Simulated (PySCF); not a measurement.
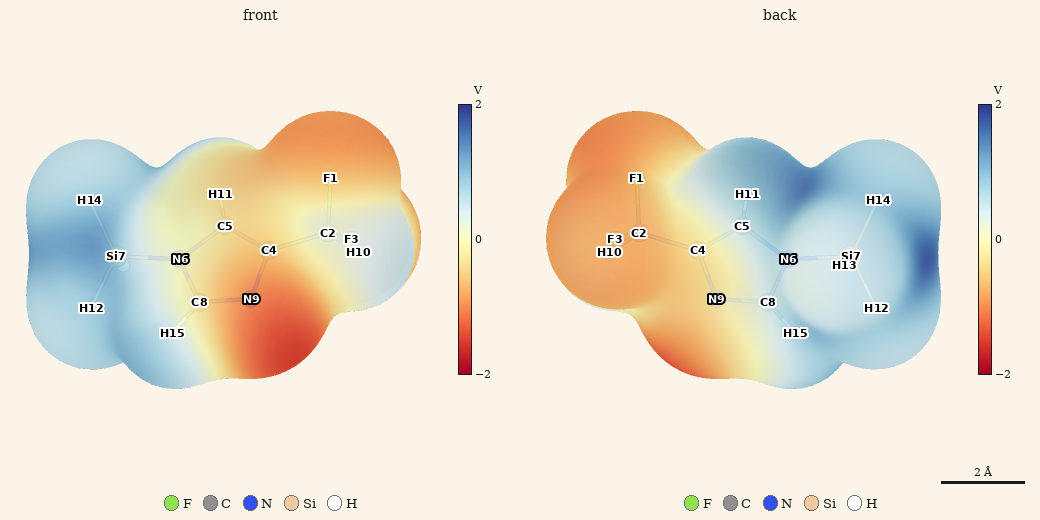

Figure 1: C4H6F2N2Si (SMILES FC(F)c1cn([SiH3])cn1). The electrostatic potential painted on the density surface at 0.001 e/bohr³, seen from the front and from behind; red is negative and blue positive.

Geometry: GFN2-xTB, MD frame at 250 fs, 300 K.

Method: PBE0/pcSseg-1, SCF density, gas phase, non-relativistic (PySCF 2.14.0).

The calculation's input:

```
{"job": {"kind": "nmr", "xc": "PBE0", "basis": "pcSseg-1", "pop": false}, "charge": 0, "multiplicity": 1}
F      2.552500     1.371600    -0.868900
C      2.325500     0.106500    -0.475200
F      2.462100    -0.550100    -1.599100
C      0.966100     0.024100     0.125500
C     -0.221000     0.534600    -0.443700
N     -1.234400     0.103600     0.392100
Si    -2.959600     0.178800     0.038400
C     -0.634700    -0.709100     1.275100
N      0.641700    -0.786300     1.152200
H      3.210700    -0.219700     0.132700
H     -0.517000     1.014400    -1.342500
H     -3.464900    -0.671600     1.139000
H     -3.295500    -0.545700    -1.155900
H     -3.419000     1.587600    -0.225500
H     -1.181800    -1.113100     2.095400
```

Command:

```sh
OMP_NUM_THREADS=1 python probes_run.py task.json out
```

> Where is the surface potential most negative and most positive?

The most negative region (about −1.5 V) lies over N9, the most positive (about +1.7 V) over Si7. N9 is the likeliest acceptor of a hydrogen bond.

> How polar is the molecule by this calculation?

Its dipole moment is 4.50 D.
